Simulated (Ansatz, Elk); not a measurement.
**Ti2Pt: X-ray structure factors from the self-consistent density**

The structure of Ti2Pt used here is made up (a known structure type with other elements) and was relaxed beforehand with PBE. The aim is the Fourier transform of its all-electron density, F(hkl), set beside the sum over free spherical atoms that refinements use.

Calculated with Elk 11.2.3 (patched build); DFT, PBE, all-electron APW+lo, Dirac cores, scalar-relativistic bands, static density, no spin.

The structure was built from a prototype and need not be the compound's stable phase.

## (1) The structure

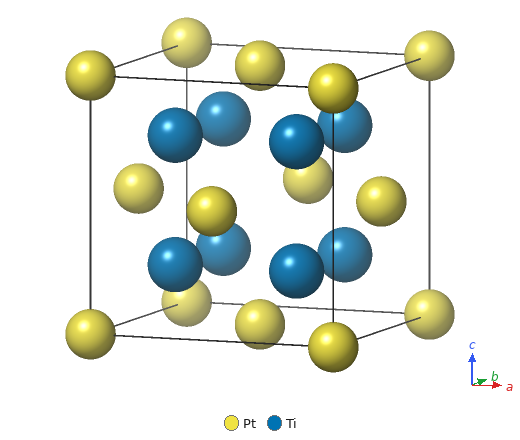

The cell as given, slightly off an axis (platinum yellow, titanium blue). This picture shows the conventional cell, with its axes. Some periodic images of atoms are drawn too.

## (2) Ground state and structure factors

An all-electron density is needed, since X-rays see the cores too. Task 0 finds the density and task 195 Fourier-transforms it; tshift is off so that phases refer to the origin typed.

elk.in

```
tasks
  0
  195

xctype
  20

spinpol
  .false.

rgkmax
  7.0

gmaxvr
  14.0

lmaxo
  7

lmaxapw
  8

swidth
  0.002

tshift
  .false.

ramdisk
  .false.

hmaxvr
  5.5

maxscl
  120

epspot
  1e-06

sppath
  './'

avec
  0.00000000000 5.78104752471 5.78104752471
  5.78104752471 -0.00000000000 5.78104752471
  5.78104752471 5.78104752471 -0.00000000000

atoms
  2
  'Pt.in'
  1
  -0.0000000000 0.0000000000 0.0000000000   0.000000 0.000000 0.000000
  'Ti.in'
  2
  0.7500000000 0.7500000000 0.7500000000   0.000000 0.000000 0.000000
  0.2500000000 0.2500000000 0.2500000000   0.000000 0.000000 0.000000

ngridk
  6 6 6
```

Run with:

```
$ OMP_NUM_THREADS=4 elk
```

Numbers of over 12 decimals in the logs are rounded to 6 here.

Log:

```text
┌─────────────────────────┐
│ Elk code version 11.2.3 │
└─────────────────────────┘

All units are atomic (Hartree, Bohr, etc.)

┌─────────────────────────────────────────────────┐
│ Ground-state run starting from atomic densities │
└─────────────────────────────────────────────────┘

Lattice vectors :
   0.000000000       5.781047525       5.781047525
   5.781047525      -0.000000000       5.781047525
   5.781047525       5.781047525      -0.000000000

Reciprocal lattice vectors :
 -0.5434296536      0.5434296536      0.5434296536
  0.5434296536     -0.5434296536      0.5434296536
  0.5434296536      0.5434296536     -0.5434296536

Unit cell volume      :    386.4111188
Brillouin zone volume :   0.6419334263

Muffin-tin inner radius fraction :   0.1000000000E-01

Nuclei treated as point charges

Species : 1 (Pt)
 parameters loaded from : Pt.in
 name : platinum
 nuclear charge    :   -78.00000000
 electronic charge :    78.00000000
 atomic mass :    355605.4401
 muffin-tin radius :    2.668902932
 number of radial points in muffin-tin :   1393
 inner part over the whole radius :   0.9965121213E-02
 number on inner part of muffin-tin    :    999
 approximate nuclear radius :   0.1029052813E-03
 number of mesh points to nuclear radius :    524
 atomic positions (lattice), magnetic fields (Cartesian) :
  1 :   0.00000000  0.00000000  0.00000000    0.00000000  0.00000000  0.00000000

Species : 2 (Ti)
 parameters loaded from : Ti.in
 name : titanium
 nuclear charge    :   -22.00000000
 electronic charge :    22.00000000
 atomic mass :    87256.20317
 muffin-tin radius :    2.287631085
 number of radial points in muffin-tin :    993
 inner part over the whole radius :   0.9971664260E-02
 number on inner part of muffin-tin    :    698
 approximate nuclear radius :   0.6805665174E-04
 number of mesh points to nuclear radius :    326
 atomic positions (lattice), magnetic fields (Cartesian) :
  1 :  -0.25000000 -0.25000000 -0.25000000    0.00000000  0.00000000  0.00000000
  2 :   0.25000000  0.25000000  0.25000000    0.00000000  0.00000000  0.00000000

Total number of atoms per unit cell :    3
Total muffin-tin volume :    179.9262499
 ratio of muffin-tin to unit cell volume :   0.4656342458

Spin treatment :
 spin-unpolarised

Number of Bravais lattice symmetries :   48
Number of crystal symmetries         :   48
Crystal has inversion symmetry
Real symmetric eigensolver will be used

k-point grid :      6     6     6
k-point offset :    0.000000000       0.000000000       0.000000000
k-point set is reduced with full crystal symmetry group
Total number of k-points :       16

Muffin-tin radius times maximum |G+k| :    7.000000000
 using average radius
Maximum |G+k| for APW functions       :    2.898884786
Maximum (1/2)|G+k|²                   :    4.201766501
Maximum |G| for potential and density :    14.00000000
Constant for pseudocharge density :    9
 order of it for each species :   16  16
 order of it for pair densities of each species (exact exchange by exxq0 0: 17) :   12   8
Radial integration step length :    1

G-vector grid sizes :     40    40    40
Number of G-vectors :    17933

Maximum angular momentum used for
 APW functions            :    8
 outer part of muffin-tin :    7
 inner part of muffin-tin :    2

Total nuclear charge    :   -122.0000000
Total core charge       :    68.00000000
Total valence charge    :    54.00000000
Total excess charge     :    0.000000000
Total electronic charge :    122.0000000

Effective Wigner radius, rₛ :   0.9110321951

Number of empty states         :     12
Total number of valence states :     40
Total number of core states    :     68

Third-order local-orbitals added for an l without core states : T
Total number of local-orbitals :     74

Exchange-correlation functional :     20     0     0
 Perdew-Burke-Ernzerhof, Phys. Rev. Lett. 77, 3865 (1996)
 gradient requirement :    1
 generalised gradient approximation (GGA)

Smearing type :    3
 Fermi-Dirac
Smearing width :   0.2000000000E-02
[...]
exchange                    :     -434.10362016910
 correlation                 :     -6.694416
 electron entropic           :    -0.10034977163157E-02
 total energy                :     -20154.921808397

Density of states at Fermi energy :    75.99478282
 (states/Hartree/unit cell)

Estimated indirect band gap :   0.5694485363E-02
 from k-point 12 to k-point 14
Estimated direct band gap   :   0.1015478789E-01
 at k-point 15

Charges :
 core                        :    68.00000000
 valence                     :    54.00000000
 interstitial                :    5.075730916
 muffin-tins (core leakage)
  species : 1 (Pt)
   atom 1                    :    76.71919186     (  0.3620764870E-03)
  species : 2 (Ti)
   atom 1                    :    20.10253861     ( -0.2161430608E-06)
   atom 2                    :    20.10253861     ( -0.2161430608E-06)
 total in muffin-tins        :    116.9242691
 total calculated charge     :    121.9995490
 total charge                :    122.0000000
 error                       :   0.4510080279E-03

RMS change in Kohn-Sham potential (target) :   0.3440039404     (  0.1000000000E-05)
Absolute change in total energy (target)   :   0.2885845088     (  0.1000000000E-03)

[... loops 3 to 15 left out ...]

┌──────────────────┐
│ Loop number : 16 │
└──────────────────┘

Energies :
 Fermi                       :     0.283367
 sum of occupied eigenvalues :     -12339.516879624
 electron kinetic            :      22833.872482695
 core electron kinetic       :      21872.690360342
 Coulomb                     :     -42546.633303280
 Coulomb potential           :     -34596.533523950
 nuclear-nuclear             :     -1681.8663534591
 electron-nuclear            :     -47169.580069987
 Hartree                     :      6304.8131201663
 Madelung                    :     -25248.366541305
 xc potential                :     -576.85583836979
 exchange                    :     -434.92627214446
 correlation                 :     -6.697613
 electron entropic           :    -0.16581074710785E-02
 total energy                :     -20154.386363367

Density of states at Fermi energy :    134.5223770
 (states/Hartree/unit cell)

Estimated indirect band gap :   0.1216159114E-02
 from k-point 15 to k-point 14
Estimated direct band gap   :   0.6943560162E-02
 at k-point 15

Charges :
 core                        :    68.00000000
 valence                     :    54.00000000
 interstitial                :    4.529342435
 muffin-tins (core leakage)
  species : 1 (Pt)
[...]
species : 2 (Ti)
[...]
total in muffin-tins        :    117.4706576
 total calculated charge     :    121.9995565
 total charge                :    122.0000000
 error                       :   0.4434982234E-03

RMS change in Kohn-Sham potential (target) :   0.2761433718E-06 (  0.1000000000E-05)
Absolute change in total energy (target)   :   0.4077075573E-04 (  0.1000000000E-03)

Convergence targets achieved

┌──────────────────┐
│ Loop number : 17 │
└──────────────────┘

Energies :
 Fermi                       :     0.283367
 sum of occupied eigenvalues :     -12339.516872260
 electron kinetic            :      22833.872498268
 core electron kinetic       :      21872.690366955
 Coulomb                     :     -42546.633313110
 Coulomb potential           :     -34596.533518413
 nuclear-nuclear             :     -1681.8663534591
 electron-nuclear            :     -47169.580095097
 Hartree                     :      6304.8131354459
 Madelung                    :     -25248.366553904
 xc potential                :     -576.85585211546
 exchange                    :     -434.92627230497
 correlation                 :     -6.697613
 electron entropic           :    -0.16581085018922E-02
 total energy                :     -20154.386357786

Density of states at Fermi energy :    134.5224565
 (states/Hartree/unit cell)

Estimated indirect band gap :   0.1216154454E-02
 from k-point 15 to k-point 14
Estimated direct band gap   :   0.6943557089E-02
 at k-point 15

Charges :
 core                        :    68.00000000
 valence                     :    54.00000000
 interstitial                :    4.529342288
 muffin-tins (core leakage)
  species : 1 (Pt)
   atom 1                    :    77.34943477     (  0.3156819908E-03)
  species : 2 (Ti)
   atom 1                    :    20.06061147     ( -0.2161862405E-06)
   atom 2                    :    20.06061147     ( -0.2161862405E-06)
 total in muffin-tins        :    117.4706577
 total calculated charge     :    121.9995565
 total charge                :    122.0000000
 error                       :   0.4434983213E-03

┌──────────────────────────────┐
│ Self-consistent loop stopped │
└──────────────────────────────┘

Warning : core states of species 1 leak from the muffin-tin :   0.3156819908E-03

Wrote STATE.OUT
```

The job ended after 9.8 s (4 threads of Intel Xeon 6975P-C (Granite Rapids), shared host; peak memory 0.17 GiB).

SFACRHO.OUT:

```text

h k l indices transformed by vhmat matrix:
   1.000000000       0.000000000       0.000000000    
   0.000000000       1.000000000       0.000000000    
   0.000000000       0.000000000       1.000000000    

      h      k      l  multipl.   |H|            Re(F)            Im(F)           |F|

      0      0      0      1   0.0000000       122.00000      0.18412556E-16   122.00000    
      1      0      0      8  0.94124777       70.949550      -0.0000000       70.949550    
      1      0      1      6   1.0868593       34.758017      0.50253227E-16   34.758017    
     -1      0      1     12   1.5370512       93.402968      0.18192039E-17   93.402968    
      2      1      2     24   1.8023523       60.352822      -0.0000000       60.352822    
      0      2      0      8   1.8824955       32.457050      0.26184236E-17   32.457050    
      2      0      2      6   2.1737186       81.586229      0.92405468E-17   81.586229    
     -1     -3     -1     24   2.3687549       54.727939      -0.0000000       54.727939    
      1      2      3     24   2.4302913       30.861244      0.41713872E-17   30.861244    
      3      3      2     24   2.6622507       73.676387      0.52368472E-17   73.676387    
     -3      0     -2     24   2.8237433       50.465328      -0.0000000       50.465328    
     -3      0      0      8   2.8237433       50.560402      -0.0000000       50.560402    
      0     -2      2     12   3.0741023       67.854669      0.17755695E-17   67.854669    
     -1      2     -2     48   3.2149732       47.251162      -0.0000000       47.251162    
      0     -3     -3      6   3.2605779       28.169515     -0.11178535E-16   28.169515    
     -1     -4     -1     24   3.2605779       28.272296     -0.15710542E-16   28.272296    
     -3     -4     -1     24   3.4369509       63.389732     -0.64744195E-17   63.389732    
     -3      1      1     24   3.5635065       44.509143      -0.0000000       44.509143
```

Elk indexes on the primitive cell of elk.in and gives |H| = 4π sin θ/λ in inverse bohr. Below, one row stands for each form hkl of the conventional cell (m members, Friedel mates merged), F is for one primitive cell and the density is static (no thermal factor). Free-atom factors are Waasmaier and Kirfel's, and R is Σm||F|−|F'||/Σm|F|.

| hkl | m | sin θ/λ (Å⁻¹) | abs F, DFT | neutral atoms | diff. |
| --- | --- | --- | --- | --- | --- |
| 111 | 8 | 0.141 | 70.950 | 71.014 | -0.065 |
| 200 | 6 | 0.163 | 34.758 | 34.866 | -0.108 |
| 220 | 12 | 0.231 | 93.403 | 94.025 | -0.622 |
| 311 | 24 | 0.271 | 60.353 | 60.734 | -0.382 |
| 222 | 8 | 0.283 | 32.457 | 32.542 | -0.085 |
| 400 | 6 | 0.327 | 81.586 | 81.728 | -0.142 |
| 331 | 24 | 0.356 | 54.728 | 54.715 | +0.013 |
| 420 | 24 | 0.365 | 30.861 | 30.914 | -0.052 |
| 422 | 24 | 0.400 | 73.676 | 73.581 | +0.096 |
| 511 | 24 | 0.425 | 50.465 | 50.420 | +0.046 |
| 333 | 8 | 0.425 | 50.560 | 50.420 | +0.141 |
| 440 | 12 | 0.462 | 67.855 | 67.697 | +0.158 |
| 531 | 48 | 0.483 | 47.251 | 47.129 | +0.122 |
| 600 | 6 | 0.490 | 28.169 | 28.209 | -0.040 |
| 442 | 24 | 0.490 | 28.272 | 28.209 | +0.063 |
| 620 | 24 | 0.517 | 63.390 | 63.250 | +0.139 |
| 533 | 24 | 0.536 | 44.509 | 44.493 | +0.016 |
| 622 | 24 | 0.542 | 26.997 | 26.991 | +0.006 |
| 444 | 8 | 0.566 | 59.838 | 59.756 | +0.082 |
| 551 | 24 | 0.584 | 42.301 | 42.302 | -0.001 |
| 711 | 24 | 0.584 | 42.309 | 42.302 | +0.007 |
| 640 | 24 | 0.589 | 25.840 | 25.839 | +0.001 |

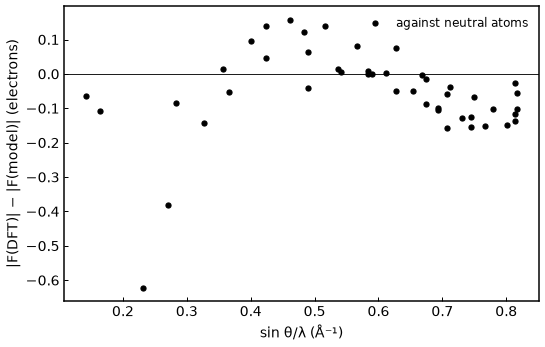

Difference between the calculated structure factors and the independent-atom ones.

## (3) The highest occupied states alone

An energy window below the Fermi level keeps the highest occupied states, to see at which angles they scatter; shallow core shells can lie inside it and anion s states outside. No new self-consistency is needed.

elk.in, as its differences from that of step 2:

```diff
@@ -1,3 +1,2 @@
 tasks
-  0
   195
@@ -40,2 +39,5 @@
 
+wsfac
+  -0.084130 0.583370
+
 sppath
```

Run with:

```
$ OMP_NUM_THREADS=4 elk
```

Log:

```text
┌─────────────────────────────────┐
│ Elk code version 11.2.3 started │
└─────────────────────────────────┘

Info(readinput): the functional depends on the density's gradient
 muffin-tin radial points multiplied by    2.00000
 (not where nrmtscf is given)

┌────────────────────┐
│ Current task : 195 │
└────────────────────┘
Info(checkmt): changed muffin-tin radius of species 1 (Pt) from   2.8000 to   2.6689
Info(checkmt): changed muffin-tin radius of species 2 (Ti) from   2.4000 to   2.2876

Info(sfacrho): density structure factors written to SFACRHO.OUT

 Energy window :  -0.8413000000E-01  0.5833700000

┌──────────────────┐
│ Elk code stopped │
└──────────────────┘
```

It took 3.1 s on 4 threads; peak memory 0.16 GiB.

States within 10 eV below the Fermi level hold 18.00 electrons; any levels below the window count with the cores. Their amplitudes can exceed the total, where window and core parts have opposite phase:

| hkl | sin θ/λ (Å⁻¹) | abs F, window | abs F, all |
| --- | --- | --- | --- |
| 111 | 0.141 | 5.715 | 70.950 |
| 200 | 0.163 | 2.329 | 34.758 |
| 220 | 0.231 | 3.411 | 93.403 |
| 311 | 0.271 | 1.248 | 60.353 |
| 222 | 0.283 | 0.268 | 32.457 |
| 400 | 0.327 | 1.337 | 81.586 |
| 331 | 0.356 | 0.370 | 54.728 |
| 420 | 0.365 | 0.365 | 30.861 |
| 422 | 0.400 | 0.551 | 73.676 |
| 511 | 0.425 | 0.069 | 50.465 |

(Continued in part 2 of 2.)

[Logs are printed without paths, hosts, clocks, repeated set-up lines and the standing remarks that a program may print on its own settings, such as how far it seeks lower states.]

[Hosts, paths, dates, database ids (printed as entryN), source tags and the programs' standing remarks are cut or masked in the printed files.]
